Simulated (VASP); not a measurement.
Data:

```
MoSi2
1.0
    4.30162     0.00000     0.00000
   -2.15081     3.72531     0.00000
    0.00000     0.00000     2.56633
Mo Si
1 2
Direct
  0.00000   0.00000   0.00000
  0.33333   0.66667   0.50000
  0.66667   0.33333   0.50000
```

Calculation: r2SCAN meta-GGA, VASP's PBE PAW potentials (set 64) (plane waves; VASP). Numerical set-up: 400 eV cut-off, 9×9×13 Γ-centred mesh, tetrahedra with Blöchl corrections, potentials Mo_sv Si.

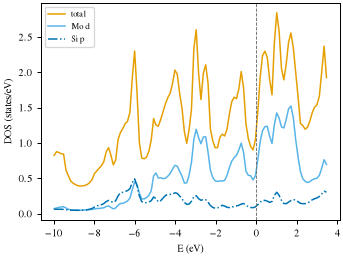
*Total and projected density of states, zero at the Fermi level*

Within 2 eV below the Fermi level the largest weight inside VASP's projection spheres is Mo d.

It has no gap at this level: it comes out as a metal or semimetal.

The structure was generated: Si2Mo was put into the AlB2 type (P6/mmm), which need not be its known phase. It was relaxed first, which changed the volume by -42 %.
